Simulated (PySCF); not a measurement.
## A study: AlCl₃, SMILES `Cl[Al](Cl)Cl`

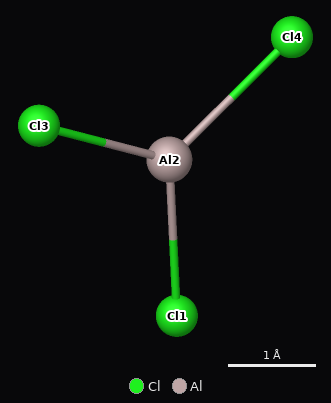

The molecule, with its atoms numbered as below. No frequency check shows the geometry to be a minimum.

Coordinates in Å:

```
Cl1      1.0151    1.7579    0.0000
Al2     -0.0002    0.0000    0.0000
Cl3      1.0149   -1.7580    0.0000
Cl4     -2.0298    0.0001    0.0000
```

## 1. Bonding charge

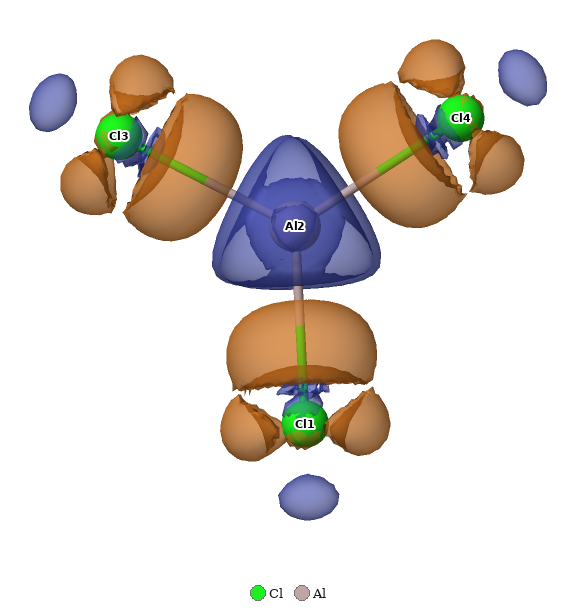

Deformation density (molecule less spherical, spin-averaged free atoms at the same positions), surfaces at ±0.04 e/Å³; orange: gain, blue: loss.

Level of theory: TPSSh/def2-SVP (PySCF), at a geometry from GFN2-xTB.

> How much density has each bond gained at its critical point, relative to the free atoms?

Al2–Cl4, Cl1–Al2 and Al2–Cl3: +0.05 e/Å³ at the bond critical point (bond length 2.03 Å, Mayer order 1.2). In all, 0.8 electrons gather in the regions of gain relative to the promolecule. A small or negative value marks a very polar bond, one between electron-rich atoms, whose free-atom densities already overlap strongly, a long bond to a heavier atom, or a closed-shell contact such as a hydrogen bond.

> Where do the Hirshfeld charges lie?

The highest Hirshfeld charge is on Al2 (+0.47 e), the lowest on Cl1, Cl3 and Cl4 (−0.16 e).

```tsv
atom	charge (e)
Cl1	−0.16
Al2	+0.47
Cl3	−0.16
Cl4	−0.16
```

## 2. Bond critical points

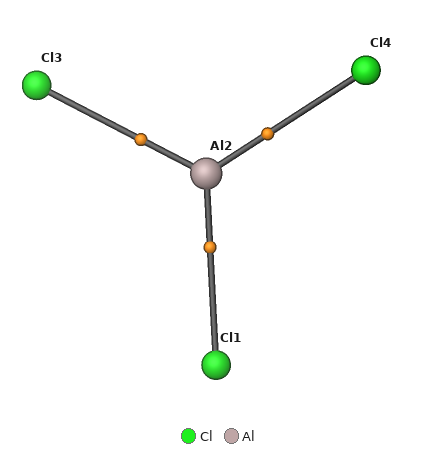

Molecular graph of the electron density (QTAIM): bond paths, bond critical points (orange), ring points (yellow, if any); weak paths are dashed.

> How many critical points of each kind are there, and does the count close?

4 nuclei, 3 bond, 0 ring and 0 cage critical points: 4 − 3 + 0 − 0 = 1, as the Poincaré–Hopf relation requires.

> Tabulate density, Laplacian, ellipticity and energy density at the bond critical points (atomic units).

```
             bond  length (Å)  ρ (a.u.)  ∇²ρ (a.u.)     ε  H (a.u.)
Al2–Cl4 (3 alike)       2.030     0.079       +0.41  0.05    −0.013
```

> What kind of interaction is Al2–Cl4?

Polar or intermediate (positive Laplacian, negative energy density H): ρ = 0.079, ∇²ρ = +0.41, H = −0.013 a.u.

## 3. Local ionisation energy

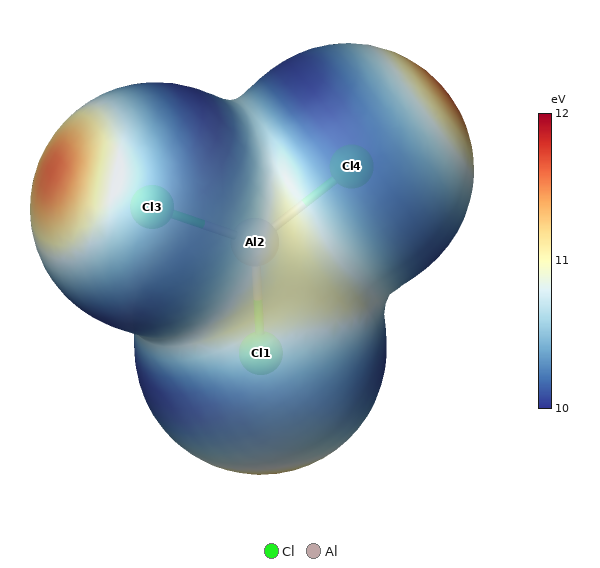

Average local ionisation energy on the surface of electron density 0.001 a.u.

> Where are the most loosely bound electrons on this surface?

The lowest value is 10.0 eV, 2.1 Å from Cl3, and at like points elsewhere. For comparison, the highest occupied orbital lies at −8.5 eV.

## 4. Localised orbitals

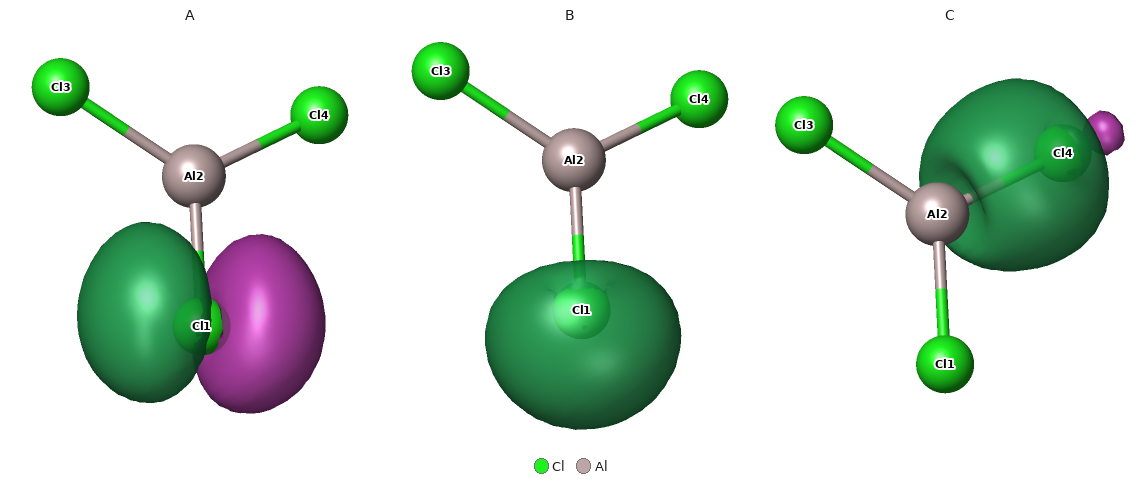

Pipek–Mezey orbitals, occupied; each surface holds about 85 % of the orbital's density. Energies are diagonal elements of the Fock matrix.

Level of theory: PBE0/aug-cc-pVDZ (PySCF), at a geometry from GFN2-xTB.

> What does each orbital represent in a Lewis picture?

By panel:
- A: lone pair on Cl1 (p-type) (Cl1 96 %, Al2 4 %; −10.0 eV)
- B: lone pair on Cl1 (sp0.5-type) (Cl1 99 %; −17.6 eV)
- C: σ bond Cl4–Al2 (Cl4 75 %, Al2 25 %; −18.0 eV)

> How do all the valence pairs divide up?

12 pairs: 9 lone pairs and 3 σ bonds.
